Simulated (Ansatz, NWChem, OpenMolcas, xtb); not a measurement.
# Ligand exchange: NaF + CH4S → NaSH + CH3F

Species: NaF, singlet; CH4S (methanethiol) `CS`, singlet; NaSH `[Na][SH]`, singlet; CH3F (fluoromethane) `CF`, singlet. The partners trade F for SH: Na–F and C–SH bonds give way to Na–SH and C–F.

Shapes, held fixed at every level: PBE0-D4/def2-TZVP. Programs: Ansatz 0.2.0, NWChem 7.3.0, OpenMolcas 26.06, xtb 6.7.1. A level may come from different programs for different species; with the same settings they agree closely. The zero-point and thermal change to 298 K, harmonic and unscaled (PBE0-D4/def2-TZVP), is +0.1 kJ/mol.

```tsv
level	kind	ΔH(298 K) (kJ/mol)	less CCSD(T)/def2-TZVPP
GFN0-xTB	semi-empirical	+143.2	+105.5
SPW92/def2-TZVPP	LDA	+39.2	+1.5
r2SCAN-D4/def2-TZVPP	meta-GGA	+40.1	+2.4
B3LYP/6-31G* (Cartesian functions)	global hybrid	+12.1	-25.6
wB97M-V/def2-TZVPP	range-separated hybrid	+38.8	+1.1
B2PLYP/def2-TZVPP	double hybrid	+41.0	+3.3
CCSD(T)/def2-SVP	coupled cluster or CI	+33.3	-4.4
CCSD/def2-SVP	coupled cluster or CI	+32.8	-4.9
CCSD(T)/def2-TZVPP	coupled cluster or CI	+37.7	0.0
```

The highest level, CCSD(T)/def2-TZVPP, gives ΔH(298 K) = +37.7 kJ/mol; the levels span +12.1 to +143.2. GFN0-xTB strays far from the other rows. The column of differences is taken from that level and isn't an error. No measured value is set beside it here. Correlated rows may include outer-core shells of Na, which these sets cover unevenly.

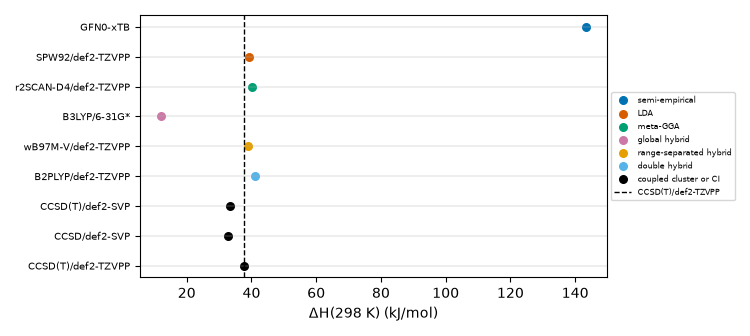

The values of the table, level by level.
